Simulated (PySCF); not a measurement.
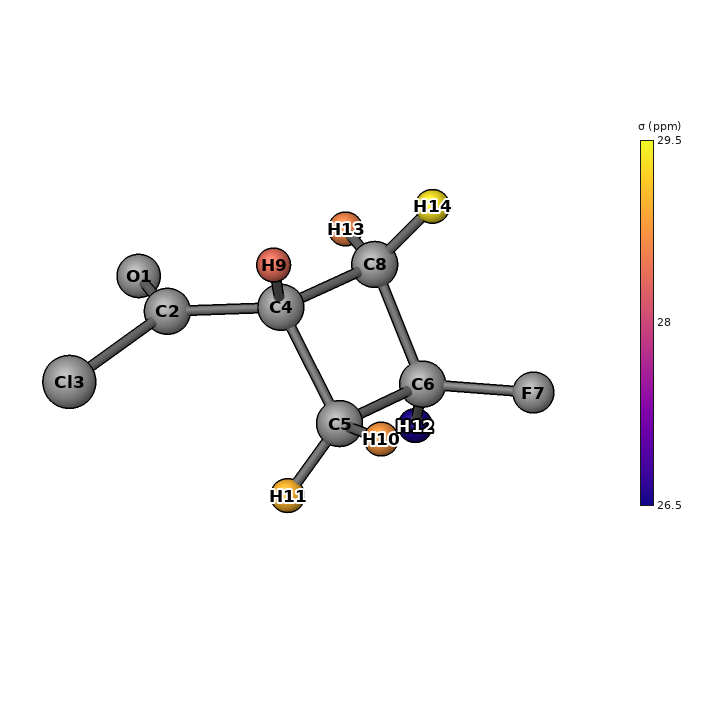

Atoms are coloured by their isotropic NMR shieldings (H only, the others grey). The computed structure is the end point of a GFN2-xTB optimisation. No frequency run is at hand to confirm it as a minimum. Level of theory: GIAO PBE0/pcSseg-1 NMR shielding, non-relativistic, gas phase (PySCF 2.14.0).

Give the isotropic NMR shieldings of the H atoms atom by atom.

```csv
atom,σ (ppm)
H9,28.39
H10,28.76
H11,29.01
H12,26.57
H13,28.63
H14,29.34
```
